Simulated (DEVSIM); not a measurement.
System: Si n-p junction from an implanted or diffused profile, at 300 K.

```csv
layer (left to right),material,thickness (μm),Na (cm⁻³),τn (s),τp (s)
1,Si,6.90,8.7e13,2.4e-6,2.4e-6
```

Added donor profile: 8.1e18 cm⁻³ × exp(−(x − 0 μm)²/(2·(0.16 μm)²)). Left contact: ohmic. Right contact: ohmic. Voltage is applied to the left contact. Recombination: SRH at mid-gap, radiative. Mobility is μmin + (μ − μmin)/(1 + (N/Nref)^α).

The device is made up for the run: typed textbook-type constants, with dimensions and the other settings drawn at random. Values at 300 K.

```
parameter           Si
-------------  -------
gap (eV)         1.124
affinity (eV)     4.05
permittivity      11.7
Nc (cm⁻³)      2.86e19
Nv (cm⁻³)       3.1e19
μn (cm²/Vs)       1417
μp (cm²/Vs)        470
μn,min              52
μp,min              45
Nref,n          9.7e16
Nref,p          2.2e17
αn                0.68
αp                0.72
B (cm³/s)      4.7e-15
```

DEVSIM, 1D drift-diffusion, Boltzmann statistics, complete ionisation; no tunnelling, impact ionisation, image-force lowering or self-heating.

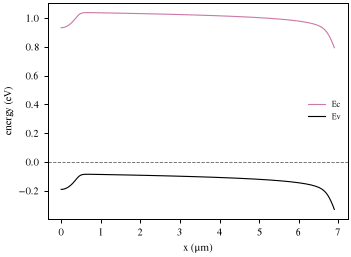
Fig. 1. Band edges at -0.9 V on the left contact

Energies count from the Fermi level of the right contact; mesh points crowd at the junctions.

```tsv
x (μm)	Ec (eV)	Ev (eV)	n (cm⁻³)	p (cm⁻³)	field (V/cm)
0.000	0.933	-0.191	8.1e18	< 1e2	≈ 0
0.01769	0.933	-0.191	8.1e18	2.0e14	160
0.04261	0.933	-0.191	7.8e18	5.0e14	410
0.07772	0.936	-0.188	7.2e18	9.5e14	770
0.1478	0.943	-0.181	5.3e18	2.2e15	1500
0.2260	0.958	-0.166	3.0e18	4.8e15	2200
0.3168	0.982	-0.142	1.2e18	1.3e16	3100
0.4448	1.022	-0.102	2.4e17	6.5e16	2400
0.5376	1.035	-0.089	1.4e17	1.1e17	590
0.6336	1.038	-0.086	1.2e17	1.2e17	38
0.7264	1.037	-0.087	1.2e17	1.2e17	-39
0.9687	1.036	-0.088	1.1e17	1.1e17	-49
1.382	1.034	-0.090	1.0e17	1.0e17	-53
2.250	1.029	-0.095	8.8e16	8.8e16	-63
4.412	1.011	-0.113	4.6e16	4.6e16	-120
5.556	0.992	-0.132	2.3e16	2.3e16	-240
6.179	0.971	-0.153	1.1e16	1.1e16	-500
6.519	0.945	-0.179	4.8e15	4.5e15	-1300
6.744	0.888	-0.236	1.9e15	6.3e14	-4500
6.826	0.844	-0.280	1.4e15	1.9e14	-6200
6.871	0.814	-0.310	8.2e14	1.1e14	-6900
6.900	0.794	-0.330	1300000	8.7e13	-7200
```
